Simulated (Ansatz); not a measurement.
# Calculations on AlNH5OCl

Part 1: Relaxation

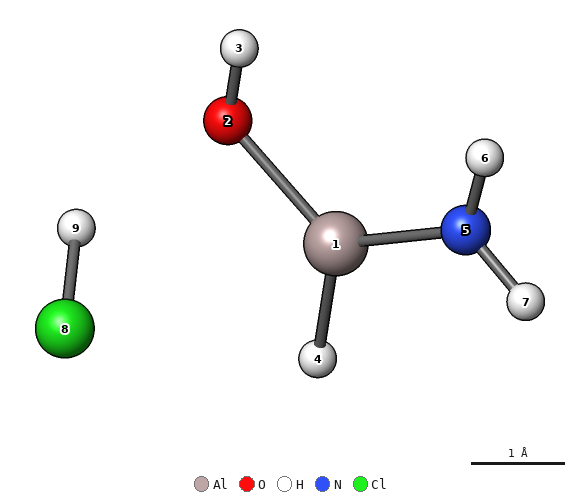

AlNH₅OCl, before the relaxation. Style: ball-and-stick. Shown face on.

The run prepares an end point of a later path (reaction) calculation, from a guessed geometry.

Method: Ansatz, RKS PBE-D4/6-31G*.

The input:
```yaml
crystal:
  periodic: [false, false, false]
  atoms:
    - { symbol: Al, position_ang: [-0.14034, -0.083106, -0.041627] }
    - { symbol: O, position_ang: [-0.110469, -0.298147, 1.713403] }
    - { symbol: H, position_ang: [-0.96193, -0.451729, 2.160925] }
    - { symbol: H, position_ang: [1.254778, 0.132602, -0.757808] }
    - { symbol: "N", position_ang: [-1.667728, -0.247584, -0.947976] }
    - { symbol: H, position_ang: [-2.594632, -0.412957, -0.55731] }
    - { symbol: H, position_ang: [-1.735131, -0.054533, -1.946799] }
    - { symbol: Cl, position_ang: [0.288446, 2.981846, 1.433138] }
    - { symbol: H, position_ang: [0.375507, 1.813508, 2.090653] }
basis:
  gaussian: { orbitals: "6-31G*" }
hamiltonian:
  xc: pbe
  dispersion: d4
relax:
  f_tol: 0.03
  max_steps: 50
```

Launched with:
```bash
ansatz run input.yaml --threads 1 --pin off --max-ram 2048MiB --backend cpu --events-out ev --progress --plain --runs-dir out
```

Q: Where does the relaxation end?

A: The atom that moves furthest after the best rigid fit is H9 (1.49 Å). By element the largest moves are H 1.49 Å, Cl 1.02 Å, Al 0.86 Å, N 0.63 Å, O 0.15 Å. Among the contacts that change: Cl8–H9 1.343 → 3.039 Å, Al1–Cl8 3.428 → 2.157 Å, O2–H9 2.199 → 0.982 Å, Al1–O2 1.768 → 2.001 Å. New bonds form, among them: Al1–Cl8 (3.43 → 2.16 Å), O2–H9 (2.20 → 0.98 Å). Bonds break, among them: Cl8–H9 (1.34 → 3.04 Å). Among the angles between lasting bonds that change: O2–Al1–N5 120.5° → 82.5°, Al1–O2–H3 117.4° → 81.4°, Al1–N5–H6 126.8° → 118.3°. Over 25 geometry steps the energy falls by 1.293 eV. The largest force component goes from 0.73 to 0.015 eV/Å. The run took 74 s on 1 thread of Arm Neoverse V2 (shared host), peak memory 0.14 GiB.

Final geometry:

```xyz
9

Al    0.1181    0.7371   -0.0802
O    -0.0528   -0.1627    1.6992
H    -0.9821   -0.4099    1.3098
H     1.4265    0.2194   -0.8203
N    -1.5524   -0.0496   -0.3627
H    -2.3648    0.5636   -0.4704
H    -1.6439   -0.8116   -1.0406
Cl   -0.0420    2.8130    0.4848
H    -0.1981    0.4807    2.4270
```

The end point in the same view:

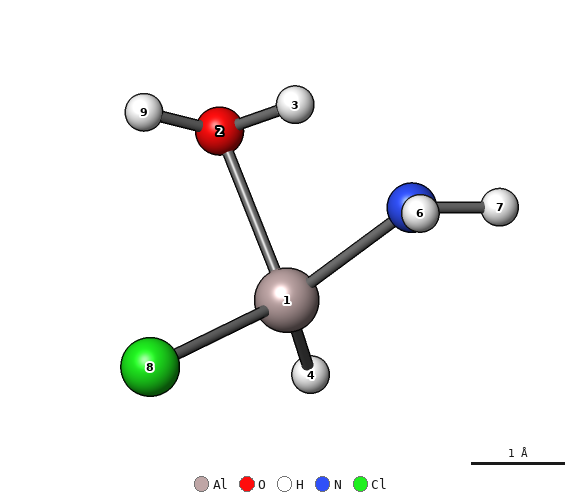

Part 2: Relaxation

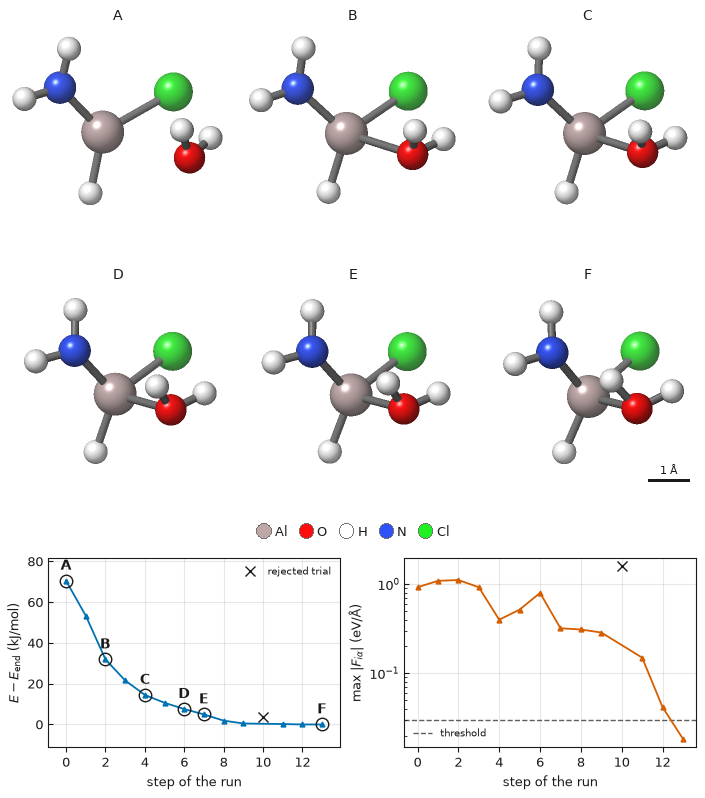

Frames of a relaxation of AlNH$_{5}$OCl, marked on the history of the run. The picture is a ball-and-stick view, seen from a free direction.

The run prepares an end point of a later path (reaction) calculation, from a guessed geometry.

All numbers below come from Ansatz, RKS PBE-D4/6-31G*.

Input file:
```yaml
crystal:
  periodic: [false, false, false]
  atoms:
    - { symbol: Al, position_ang: [0.032947, 0.474691, -0.491382] }
    - { symbol: O, position_ang: [-0.035989, 0.007423, 2.431083] }
    - { symbol: H, position_ang: [-1.006271, -0.072275, 2.539062] }
    - { symbol: H, position_ang: [1.323012, -0.423424, -0.700396] }
    - { symbol: "N", position_ang: [-1.611813, 0.066571, -1.037545] }
    - { symbol: H, position_ang: [-1.851892, -0.807447, -1.502366] }
    - { symbol: H, position_ang: [-2.442081, 0.630729, -0.860287] }
    - { symbol: Cl, position_ang: [0.197471, 2.511248, 0.347609] }
    - { symbol: H, position_ang: [0.103117, 0.992384, 2.420822] }
basis:
  gaussian: { orbitals: "6-31G*" }
hamiltonian:
  xc: pbe
  dispersion: d4
relax:
  f_tol: 0.03
  max_steps: 50
```

Launched with:
```bash
ansatz run input.yaml --threads 1 --pin off --max-ram 2048MiB --backend cpu --events-out ev --progress --plain --runs-dir out
```

Q: What happens along the run?

A: The atom that moves furthest after the best rigid fit is H3 (1.14 Å). By element the largest moves are H 1.14 Å, N 0.71 Å, O 0.65 Å, Al 0.43 Å, Cl 0.34 Å. Some distances before and after: Al1–H3 3.250 → 2.110 Å, Al1–O2 2.960 → 2.001 Å, Al1–N5 1.780 → 1.869 Å, O2–H3 0.980 → 1.038 Å. New bonds form, among them: Al1–O2 (2.96 → 2.00 Å). Among the angles between lasting bonds that change: Al1–N5–H7 124.9° → 118.3°, H3–O2–H9 102.7° → 107.6°, Al1–N5–H6 123.7° → 119.4°. The energy falls by 70.5 kJ/mol in 12 accepted moves (13 points after the start). The largest force component goes from 0.93 to 0.018 eV/Å. The line search rejected the trial step at point 10 of the run. The run took 37 s on 1 thread of Arm Neoverse V2, with other jobs on the host, peak memory 0.14 GiB. From step 0 to 2: O2 moves most (0.37 Å), energy −38.6 kJ/mol. From step 2 to 4: H3 moves most (0.25 Å), energy −17.4 kJ/mol. From step 4 to 6: H3 moves most (0.36 Å), energy −6.93 kJ/mol. From step 6 to 7: H3 moves most (0.15 Å), energy −2.64 kJ/mol. From step 7 to 13: H3 moves most (0.37 Å), energy −4.93 kJ/mol.

| step | E − E(0), kJ/mol | largest force component, eV/Å | note |
| --- | --- | --- | --- |
| 0 | 0.00 | 0.9260 |  |
| 1 | -17.17 | 1.0926 |  |
| 2 | -38.62 | 1.1164 |  |
| 3 | -48.92 | 0.9257 |  |
| 4 | -56.01 | 0.3995 |  |
| 5 | -59.88 | 0.5194 |  |
| 6 | -62.95 | 0.7998 |  |
| 7 | -65.58 | 0.3202 |  |
| 8 | -68.63 | 0.3104 |  |
| 9 | -70.02 | 0.2869 |  |
| 10 | -66.80 | 1.5867 | rejected |
| 11 | -70.30 | 0.1500 |  |
| 12 | -70.50 | 0.0416 |  |
| 13 | -70.51 | 0.0184 |  |

Limits of the set-up: the start holds two separate molecules, 2.6 Å apart at their closest, whose relative position is a soft coordinate.

Part 3: Path

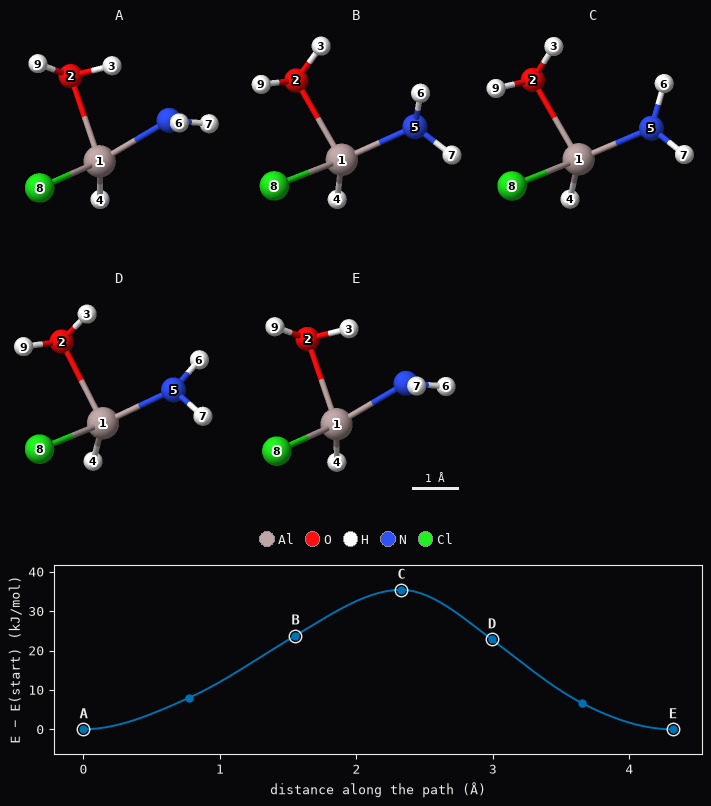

A nudged-elastic-band calculation for AlNH₅OCl. Images are numbered from 0 (start) to 6 (end). Frames A to E are images 0, 2, 3, 4, 6. The picture is a ball-and-stick view, seen face on.

Computed with RKS PBE-D4/6-31G* in Ansatz. Run with 5 movable images; climbing image; force threshold 0.05 eV/Å; iteration limit 60; starting path through a guess of the saddle point.

### What happens along the path, and what is the barrier?

No bond forms or breaks between the ends. Bond angles that change up to the highest image, for instance: Al1–O2–H3 81.4° → 109.5°, O2–Al1–N5 82.5° → 99.2°. The two ends have the same energy, and the highest point, image 3, lies 35.4 kJ/mol above the start. The band converged in 12 iterations. The largest component of the band force went from 44 to 0.038 eV/Å. The climbing image converged on the top of the path. Its vibrational analysis gives one imaginary mode (352i cm⁻¹), as a transition state must have.

The run took 2.6 min on 1 thread of Arm Neoverse V2, with other jobs on the host, peak memory 0.12 GiB.
